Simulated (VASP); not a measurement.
Band structure of Ca3PbO (space group Pm-3m). Level of theory: LDA (Ceperley-Alder, Perdew-Zunger), VASP's LDA PAW potentials (set 64) (plane waves; VASP).

Unless said otherwise, spin-orbit coupling is left out, though it shifts the bands of the heavy elements here.

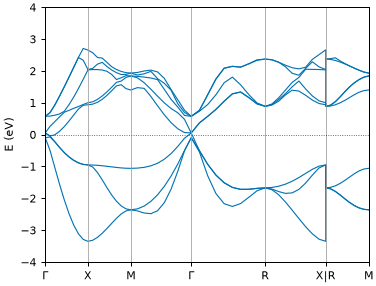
Fig. 1. Bands along high-symmetry lines, zero at the valence-band maximum or, without a gap, the Fermi level

Problem. Read the plot: is there a gap, and where are the band edges?

Solution. It has no gap at this level: it comes out as a metal or semimetal.

The structure comes from a computed database's Ca3PbO entry (Pm-3m); how it stands against other phases isn't given here. The cell was not relaxed at this level.
